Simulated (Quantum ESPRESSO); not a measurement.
# How volume moves the moments of MnHg

How does volume change the magnetic state of MnHg?

Calculated with Quantum ESPRESSO 7.5; LDA; plane waves with GBRV 1.5 LDA potentials, no spin-orbit coupling.

## 1. Set-up

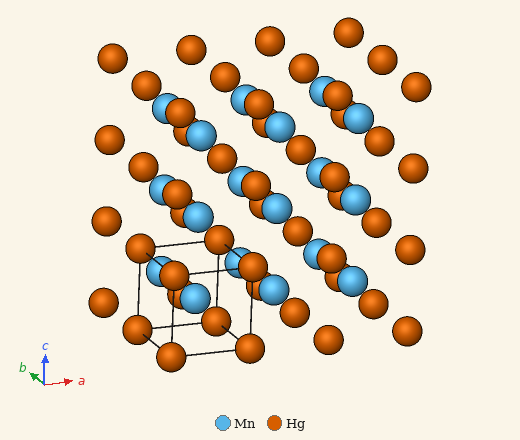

The cell as given, slightly off an axis (manganese blue, mercury orange). 3×2×3 cells are drawn. Some periodic images of atoms are drawn too.

The cell comes from the Crystallography Open Database.

## 2. Volume 0.8, ferro +

All lengths scale alike; the factor is that of the volume. Atoms keep their fractional places. Seeded atoms are those given a starting moment.

Input file pw.in:

```
&CONTROL
  calculation = 'scf'
  prefix = 'pwscf'
  outdir = './tmp'
  pseudo_dir = './pseudo'
  disk_io = 'nowf'
  tprnfor = .true.
  tstress = .true.
/
&SYSTEM
  ibrav = 0
  celldm(1) = 8
  nat = 2
  ntyp = 2
  ecutwfc = 40
  ecutrho = 280
  nbnd = 22
  occupations = 'smearing'
  smearing = 'fd'
  degauss = 0.00734986
  nspin = 2
  starting_magnetization(1) = 0.2333
  starting_magnetization(2) = 0
/
&ELECTRONS
  conv_thr = 4d-09
  electron_maxstep = 150
  mixing_beta = 0.3
/
ATOMIC_SPECIES
Mn     54.9380 mn_lda_v1.5.uspp.F.UPF
Hg    200.5920 hg_lda_v1.uspp.F.UPF
CELL_PARAMETERS alat
   0.7210034639841    0.0000000000000    0.0000000000000
   0.0000000000000    0.7210034639841    0.0000000000000
   0.0000000000000    0.0000000000000    0.7264855462837
ATOMIC_POSITIONS crystal
Mn      0.5000000000    0.5000000000    0.5000000000
Hg      0.0000000000    0.0000000000    0.0000000000
K_POINTS automatic
8 8 8 0 0 0
```

Command:

```console
$ OMP_NUM_THREADS=1 mpirun -n 4 pw.x -nk 4 -in pw.in > pw.out
```

The log of the run:

```text
Program PWSCF v.7.5 starts

     Message from routine setup:
     using ibrav=0 with symmetry is DISCOURAGED, use correct ibrav instead

     K-points division:     npool     =       4
     Subspace diagonalization in iterative solution of the eigenvalue problem:

     bravais-lattice index     =            0
     lattice parameter (alat)  =       8.0000  a.u.
     unit-cell volume          =     193.3622 (a.u.)^3
     number of atoms/cell      =            2
     number of atomic types    =            2
     number of electrons       =        27.00
     number of Kohn-Sham states=           22
     kinetic-energy cutoff     =      40.0000  Ry
     charge density cutoff     =     280.0000  Ry
     scf convergence threshold =      4.0E-09
     mixing beta               =       0.3000
     number of iterations used =            8  plain     mixing
     Exchange-correlation= SLA  PZ   NOGX NOGC
                           (   1   1   0   0   0   0   0)

     celldm(1)=   8.000000  celldm(2)=   0.000000  celldm(3)=   0.000000
     celldm(4)=   0.000000  celldm(5)=   0.000000  celldm(6)=   0.000000

     crystal axes: (cart. coord. in units of alat)
               a(1) = (   0.721003   0.000000   0.000000 )
               a(2) = (   0.000000   0.721003   0.000000 )
               a(3) = (   0.000000   0.000000   0.726486 )

     reciprocal axes: (cart. coord. in units 2 pi/alat)
               b(1) = (  1.386956  0.000000  0.000000 )
               b(2) = (  0.000000  1.386956  0.000000 )
               b(3) = (  0.000000  0.000000  1.376490 )

     PseudoPot. # 1 for Mn read from file:
     mn_lda_v1.5.uspp.F.UPF
     Pseudo is Ultrasoft + core correction, Zval = 15.0

     PseudoPot. # 2 for Hg read from file:
     hg_lda_v1.uspp.F.UPF
     Pseudo is Ultrasoft + core correction, Zval = 12.0

     atomic species   valence    mass     pseudopotential
     Mn               15.00    54.93800     Mn( 1.00)
     Hg               12.00   200.59200     Hg( 1.00)

     Starting magnetic structure
     atomic species   magnetization
     Mn              0.233
     Hg              0.000

     16 Sym. Ops., with inversion, found

   Cartesian axes

     site n.     atom                  positions (alat units)
         1        Mn     tau(   1) = (   0.3605017   0.3605017   0.3632428  )
         2        Hg     tau(   2) = (   0.0000000   0.0000000   0.0000000  )

     number of k points=    75  Fermi-Dirac smearing, width (Ry)=  0.0073
                       cart. coord. in units 2pi/alat
        k(    1) = (   0.0000000   0.0000000   0.0000000), wk =   0.0019531
        k(    2) = (   0.0000000   0.0000000   0.1720612), wk =   0.0039062
        k(    3) = (   0.0000000   0.0000000   0.3441225), wk =   0.0039062
        k(    4) = (   0.0000000   0.0000000   0.5161837), wk =   0.0039062
        k(    5) = (   0.0000000   0.0000000  -0.6882449), wk =   0.0019531
        [... 70 further k-points ...]

     Dense  grid:    15355 G-vectors     FFT dimensions: (  32,  32,  32)

     Smooth grid:     6627 G-vectors     FFT dimensions: (  24,  24,  24)

     Check: negative core charge=   -0.000028
     Generating pointlists ...
     new r_m :   0.2582 (alat units)  2.0658 (a.u.) for type    1
     new r_m :   0.2582 (alat units)  2.0658 (a.u.) for type    2

     Initial potential from superposition of free atoms

     starting charge      26.4999, renormalised to      27.0000
     Starting wfcs are   22 randomized atomic wfcs

     Self-consistent Calculation

     iteration #  1     ecut=    40.00 Ry     beta= 0.30
     Davidson diagonalization with overlap
     ethr =  1.00E-02,  avg # of iterations =  4.3

     total energy              =    -318.57846252 Ry
     estimated scf accuracy    <       0.40179436 Ry

     total magnetization       =     2.92 Bohr mag/cell
     absolute magnetization    =     3.04 Bohr mag/cell

     iteration #  2     ecut=    40.00 Ry     beta= 0.30
     Davidson diagonalization with overlap
     ethr =  1.49E-03,  avg # of iterations =  2.0

     total energy              =    -318.62909397 Ry
     estimated scf accuracy    <       0.02886485 Ry

     total magnetization       =     3.00 Bohr mag/cell
     absolute magnetization    =     3.14 Bohr mag/cell

     [... further iterations left out ...]

     iteration # 11     ecut=    40.00 Ry     beta= 0.30
     Davidson diagonalization with overlap
     ethr =  1.05E-10,  avg # of iterations =  3.4

     total energy              =    -318.63119464 Ry
     estimated scf accuracy    <       0.00000005 Ry

     total magnetization       =     2.90 Bohr mag/cell
     absolute magnetization    =     3.07 Bohr mag/cell

     iteration # 12     ecut=    40.00 Ry     beta= 0.30
     Davidson diagonalization with overlap
     ethr =  1.05E-10,  avg # of iterations =  2.0

     Magnetic moment per site  (integrated on atomic sphere of radius R)
     atom   1 (R=0.258)  charge= 13.6688  magn=  2.8561
     atom   2 (R=0.258)  charge=  9.7013  magn= -0.0011

     End of self-consistent calculation

     Number of k-points >= 100: set verbosity='high' to print the bands.

     the Fermi energy is    18.0013 ev

!    total energy              =    -318.63119465 Ry
     estimated scf accuracy    <          2.9E-09 Ry
     smearing contrib. (-TS)   =      -0.00447377 Ry
     internal energy E=F+TS    =    -318.62672088 Ry

     The total energy is F=E-TS. E is the sum of the following terms:
     one-electron contribution =     -91.40892551 Ry
     hartree contribution      =      68.97246125 Ry
     xc contribution           =     -65.21186170 Ry
     ewald contribution        =    -230.97839493 Ry

     total magnetization       =     2.90 Bohr mag/cell
     absolute magnetization    =     3.07 Bohr mag/cell

     convergence has been achieved in  12 iterations

     Forces acting on atoms (cartesian axes, Ry/au):

     atom    1 type  1   force =     0.00000000    0.00000000    0.00000000
     atom    2 type  2   force =     0.00000000    0.00000000    0.00000000

     Total force =     0.000000     Total SCF correction =     0.000000

     Computing stress (Cartesian axis) and pressure

          total   stress  (Ry/bohr**3)                   (kbar)     P=      162.68
   0.00110146   0.00000000   0.00000000          162.03        0.00        0.00
   0.00000000   0.00110146   0.00000000            0.00      162.03        0.00
   0.00000000   0.00000000   0.00111474            0.00        0.00      163.98

=------------------------------------------------------------------------------=
   JOB DONE.
=------------------------------------------------------------------------------=
```

It took 13 s on 4 MPI ranks of Arm Neoverse V1, shared host; peak memory 0.3 GiB; 52 s of CPU time.

Spin moment in the atom's sphere by atom:

| atom | spin moment in the atom's sphere (μB) |
| --- | --- |
| Mn1 | 2.86 |
| Hg2 | 0.00 |

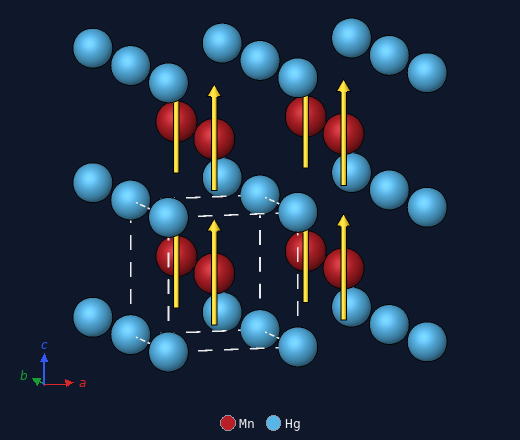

Spin moment in the atom's sphere as arrows, the longest 2.86 μB. Up and down stand for the sign. Arrows give size and sign along the axis of quantisation, drawn up and down the page. 2×2×2 cells are drawn. Some periodic images of atoms are drawn too.

Numbers from this step:

```yaml
smearing_term_ts: 0.06087 eV
pressure: 16.27 GPa
magnetization: 2.898 μB
absolute_magnetization: 3.07 μB
final_state: ferromagnetic
```

## 3. Volume 0.8, antiferro q=(0,1/2,1/2) +-

The wavevector q is in fractions of the reciprocal vectors of the crystal's primitive cell, as the cells of these inputs are built from it; moments change sign between cells as cos(2π q·R).

Input file pw.in:

```
&CONTROL
  calculation = 'scf'
  prefix = 'pwscf'
  outdir = './tmp'
  pseudo_dir = './pseudo'
  disk_io = 'nowf'
  tprnfor = .true.
  tstress = .true.
/
&SYSTEM
  ibrav = 0
  celldm(1) = 8
  nat = 4
  ntyp = 3
  ecutwfc = 40
  ecutrho = 280
  nbnd = 36
  occupations = 'smearing'
  smearing = 'fd'
  degauss = 0.00734986
  nspin = 2
  starting_magnetization(1) = 0.2333
  starting_magnetization(2) = -0.2333
  starting_magnetization(3) = 0
/
&ELECTRONS
  conv_thr = 8d-09
  electron_maxstep = 150
  mixing_beta = 0.3
/
ATOMIC_SPECIES
Mn1    54.9380 mn_lda_v1.5.uspp.F.UPF
Mn2    54.9380 mn_lda_v1.5.uspp.F.UPF
Hg    200.5920 hg_lda_v1.uspp.F.UPF
CELL_PARAMETERS alat
   0.7210034639841    0.0000000000000    0.0000000000000
   0.0000000000000    1.4420069279705    0.0000000000000
   0.0000000000000    0.7210034639841    0.7264855462837
ATOMIC_POSITIONS crystal
Mn1     0.5000000000    0.0000000000    0.5000000000
Mn2     0.5000000000    0.5000000000    0.5000000000
Hg      0.0000000000    0.0000000000    0.0000000000
Hg      0.0000000000    0.5000000000    0.0000000000
K_POINTS automatic
8 4 8 0 0 0
```

The log of the run:

```text
     [... lines left out ...]
Program PWSCF v.7.5 starts
     [... lines left out ...]
     number of atoms/cell      =            4
     [... lines left out ...]
     number of electrons       =        54.00
     number of Kohn-Sham states=           36
     kinetic-energy cutoff     =      40.0000  Ry
     charge density cutoff     =     280.0000  Ry
     scf convergence threshold =      8.0E-09
     [... lines left out ...]
      8 Sym. Ops., with inversion, found ( 4 have fractional translation)
     [... lines left out ...]
     number of k points=    65  Fermi-Dirac smearing, width (Ry)=  0.0073
     [... lines left out ...]
     iteration # 15     ecut=    40.00 Ry     beta= 0.30
     [... lines left out ...]
     Magnetic moment per site  (integrated on atomic sphere of radius R)
     atom   1 (R=0.258)  charge= 13.6604  magn=  2.9078
     atom   2 (R=0.258)  charge= 13.6604  magn= -2.9081
     atom   3 (R=0.258)  charge=  9.7026  magn= -0.0000
     atom   4 (R=0.258)  charge=  9.7026  magn=  0.0000
     [... lines left out ...]
     the Fermi energy is    18.0702 ev
!    total energy              =    -637.24497013 Ry
     estimated scf accuracy    <          8.9E-10 Ry
     smearing contrib. (-TS)   =      -0.01204176 Ry
     [... lines left out ...]
     total magnetization       =    -0.00 Bohr mag/cell
     absolute magnetization    =     6.19 Bohr mag/cell
     convergence has been achieved in  15 iterations
     [... lines left out ...]
     Total force =     0.000000     Total SCF correction =     0.000000
     [... lines left out ...]
          total   stress  (Ry/bohr**3)                   (kbar)     P=      174.82
     [... lines left out ...]
```

Elapsed: 61 s, on 4 MPI ranks; peak memory 0.49 GiB.

Spin moment in the atom's sphere by atom:

| atom | spin moment in the atom's sphere (μB) |
| --- | --- |
| Mn1 | 2.91 |
| Mn2 | -2.91 |
| Hg3 | 0.00 |
| Hg4 | 0.00 |

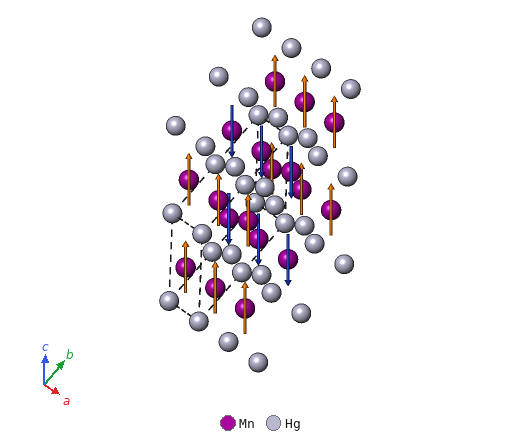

Spin moment in the atom's sphere as arrows, the longest 2.91 μB. Up and down stand for the sign. Arrows give size and sign along the axis of quantisation, drawn up and down the page. The two directions have two colours. 3×1×2 cells are drawn. Some periodic images of atoms are drawn too.

Read from the output:

- smearing term TS: 0.1638 eV
- pressure: 17.48 GPa
- magnetization: 0 μB
- absolute magnetization: 6.188 μB
- final state: antiferromagnetic

## 4. Volume 0.8, no spin polarisation

Input file pw.in:

```
&CONTROL
  calculation = 'scf'
  prefix = 'pwscf'
  outdir = './tmp'
  pseudo_dir = './pseudo'
  disk_io = 'nowf'
  tprnfor = .true.
  tstress = .true.
/
&SYSTEM
  ibrav = 0
  celldm(1) = 8
  nat = 2
  ntyp = 2
  ecutwfc = 40
  ecutrho = 280
  nbnd = 20
  occupations = 'smearing'
  smearing = 'fd'
  degauss = 0.00734986
/
&ELECTRONS
  conv_thr = 4d-09
  electron_maxstep = 150
  mixing_beta = 0.3
/
ATOMIC_SPECIES
Mn     54.9380 mn_lda_v1.5.uspp.F.UPF
Hg    200.5920 hg_lda_v1.uspp.F.UPF
CELL_PARAMETERS alat
   0.7210034639841    0.0000000000000    0.0000000000000
   0.0000000000000    0.7210034639841    0.0000000000000
   0.0000000000000    0.0000000000000    0.7264855462837
ATOMIC_POSITIONS crystal
Mn      0.5000000000    0.5000000000    0.5000000000
Hg      0.0000000000    0.0000000000    0.0000000000
K_POINTS automatic
8 8 8 0 0 0
```

The log of the run:

```text
     [... lines left out ...]
Program PWSCF v.7.5 starts
     [... lines left out ...]
     number of atoms/cell      =            2
     [... lines left out ...]
     number of electrons       =        27.00
     number of Kohn-Sham states=           20
     kinetic-energy cutoff     =      40.0000  Ry
     charge density cutoff     =     280.0000  Ry
     scf convergence threshold =      4.0E-09
     [... lines left out ...]
     16 Sym. Ops., with inversion, found
     [... lines left out ...]
     number of k points=    75  Fermi-Dirac smearing, width (Ry)=  0.0073
     [... lines left out ...]
     iteration # 11     ecut=    40.00 Ry     beta= 0.30
     [... lines left out ...]
     the Fermi energy is    17.6111 ev
!    total energy              =    -318.60046817 Ry
     estimated scf accuracy    <          1.1E-09 Ry
     smearing contrib. (-TS)   =      -0.00825374 Ry
     [... lines left out ...]
     convergence has been achieved in  11 iterations
     [... lines left out ...]
     Total force =     0.000000     Total SCF correction =     0.000000
     [... lines left out ...]
          total   stress  (Ry/bohr**3)                   (kbar)     P=       18.04
     [... lines left out ...]
```

Elapsed: 6.6 s, on 4 MPI ranks; peak memory 0.26 GiB; 26 s of CPU time.

Read from the output:

```
smearing term TS : 0.1123 eV
pressure         : 1.804 GPa
final state      : non-magnetic (no spin polarisation)
```

## 5. Volume 1.16, ferro +

Changes to pw.in since step 4:

```diff
@@ -16,3 +16,3 @@
   ecutrho = 280
-  nbnd = 20
+  nbnd = 22
   occupations = 'smearing'
@@ -20,2 +20,5 @@
   degauss = 0.00734986
+  nspin = 2
+  starting_magnetization(1) = 0.2333
+  starting_magnetization(2) = 0
 /
@@ -30,5 +33,5 @@
 CELL_PARAMETERS alat
-   0.7210034639841    0.0000000000000    0.0000000000000
-   0.0000000000000    0.7210034639841    0.0000000000000
-   0.0000000000000    0.0000000000000    0.7264855462837
+   0.8160686330045    0.0000000000000    0.0000000000000
+   0.0000000000000    0.8160686330045    0.0000000000000
+   0.0000000000000    0.0000000000000    0.8222735344106
 ATOMIC_POSITIONS crystal
```

The log of the run:

```text
     [... lines left out ...]
Program PWSCF v.7.5 starts
     [... lines left out ...]
     number of atoms/cell      =            2
     [... lines left out ...]
     number of electrons       =        27.00
     number of Kohn-Sham states=           22
     kinetic-energy cutoff     =      40.0000  Ry
     charge density cutoff     =     280.0000  Ry
     scf convergence threshold =      4.0E-09
     [... lines left out ...]
     16 Sym. Ops., with inversion, found
     [... lines left out ...]
     number of k points=    75  Fermi-Dirac smearing, width (Ry)=  0.0073
     [... lines left out ...]
     iteration # 11     ecut=    40.00 Ry     beta= 0.30
     [... lines left out ...]
     Magnetic moment per site  (integrated on atomic sphere of radius R)
     atom   1 (R=0.292)  charge= 13.7712  magn=  4.0293
     atom   2 (R=0.292)  charge= 10.4196  magn= -0.0146
     [... lines left out ...]
     the Fermi energy is    11.3320 ev
!    total energy              =    -318.60385927 Ry
     estimated scf accuracy    <          1.5E-09 Ry
     smearing contrib. (-TS)   =      -0.00386254 Ry
     [... lines left out ...]
     total magnetization       =     4.09 Bohr mag/cell
     absolute magnetization    =     4.24 Bohr mag/cell
     convergence has been achieved in  11 iterations
     [... lines left out ...]
     Total force =     0.000000     Total SCF correction =     0.000000
     [... lines left out ...]
          total   stress  (Ry/bohr**3)                   (kbar)     P=     -139.99
     [... lines left out ...]
```

Elapsed: 19 s, on 4 MPI ranks; peak memory 0.35 GiB; 75 s of CPU time.

Numbers from this step:

```yaml
smearing_term_ts: 0.05255 eV
pressure: -14.00 GPa
magnetization: 4.093 μB
absolute_magnetization: 4.244 μB
final_state: ferromagnetic
largest_moment: 4.029 μB
```

## 6. All points

The runs not shown differ from these in the moved quantity alone.

Final states:

| volume | ferro + | antiferro q=(0,1/2,1/2) +- | no spin polarisation |
| --- | --- | --- | --- |
| 0.8 | ferromagnetic | antiferromagnetic | non-magnetic |
| 0.86 | ferromagnetic | antiferromagnetic | non-magnetic |
| 0.92 | ferromagnetic | antiferromagnetic | non-magnetic |
| 0.96 | ferromagnetic | antiferromagnetic | non-magnetic |
| 1 | ferromagnetic | antiferromagnetic | non-magnetic |
| 1.05 | ferromagnetic | antiferromagnetic | non-magnetic |
| 1.1 | ferromagnetic | antiferromagnetic | non-magnetic |
| 1.16 | ferromagnetic | antiferromagnetic | non-magnetic |

The largest site moment by volume:

| volume (factor) | ferro + (μB) | antiferro q=(0,1/2,1/2) +- (μB) |
| --- | --- | --- |
| 0.800 | 2.86 | 2.91 |
| 0.860 | 3.22 | 3.25 |
| 0.920 | 3.44 | 3.49 |
| 0.960 | 3.57 | 3.62 |
| 1.000 | 3.69 | 3.72 |
| 1.050 | 3.82 | 3.83 |
| 1.100 | 3.92 | 3.92 |
| 1.160 | 4.03 | 4.03 |

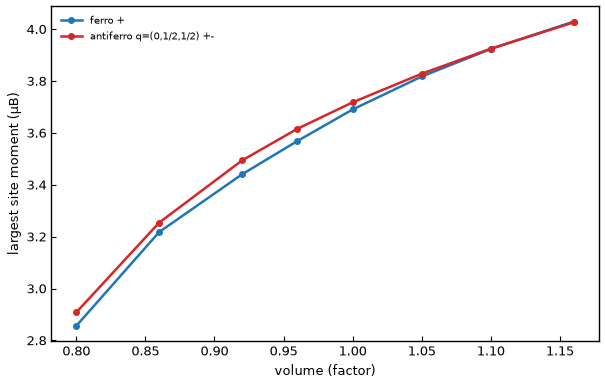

Largest site moment against volume.

Energy less that of the parallel start against volume; values in meV a seeded atom:

| volume (factor) | antiferro q=(0,1/2,1/2) +- | no spin polarisation |
| --- | --- | --- |
| 0.800 | 118 | 418 |
| 0.860 | 103 | 621 |
| 0.920 | 87.2 | 826 |
| 0.960 | 76.4 | 957 |
| 1.000 | 67.8 | 1085 |
| 1.050 | 60.0 | 1239 |
| 1.100 | 54.4 | 1385 |
| 1.160 | 49.5 | 1551 |

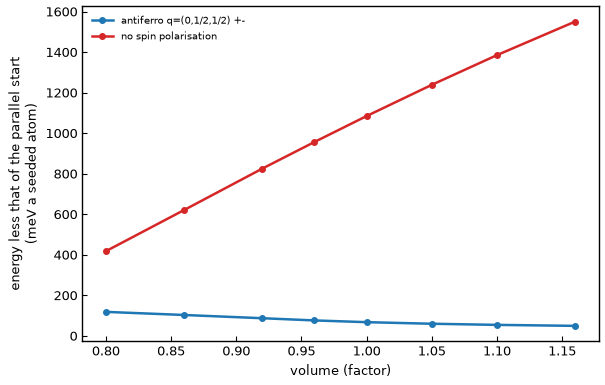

Energy less that of the parallel start against volume.

The energy over the lowest by volume; values in meV an atom:

| volume (factor) | ferro + | antiferro q=(0,1/2,1/2) +- | no spin polarisation |
| --- | --- | --- | --- |
| 0.800 | 79.8 | 139 | 289 |
| 0.860 | 8.64 | 60.2 | 319 |
| 0.920 | 0 | 43.6 | 413 |
| 0.960 | 19.5 | 57.6 | 498 |
| 1.000 | 52.8 | 86.7 | 595 |
| 1.050 | 109 | 139 | 728 |
| 1.100 | 176 | 203 | 868 |
| 1.160 | 266 | 290 | 1041 |

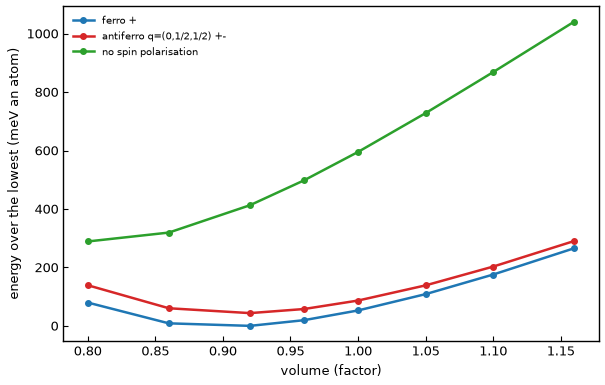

Energy over the lowest against volume.

## 7. Outcome

```
moment, parallel start       : 2.86 to 4.03 μB
states met from these starts : antiferromagnetic and ferromagnetic
```

In words: The moment of the parallel start goes from 2.86 μB at 0.8 to 4.03 μB at 1.16. The net moment of the cell goes from 2.90 to 4.09 μB. The radius of the spheres follows the nearest distance, so part of the change of the site moments is the spheres'. The largest moment of the start antiferro q=(0,1/2,1/2) +- lies between 2.91 and 4.03 μB. The start antiferro q=(0,1/2,1/2) +- lies over the parallel one at every finished point, by 49.5 to 118 meV a seeded atom. Energies are free energies at an electronic temperature of 1160 K, which lowers moments and differences where the moments are itinerant.

[Logs and program files are shortened in this print: banners, set-up blocks, solver, clock and traceback lines can be left out without a mark of their own.]

[Logs are printed without paths, hosts, clocks, repeated set-up lines and the standing remarks that a program may print on its own settings, such as how far it seeks lower states.]

[Hosts, paths, dates, database ids (printed as entryN), source tags and the programs' standing remarks are cut or masked in the printed files.]

[Where a cell is said to come from a database of computed structures, the database is the Materials Project.]
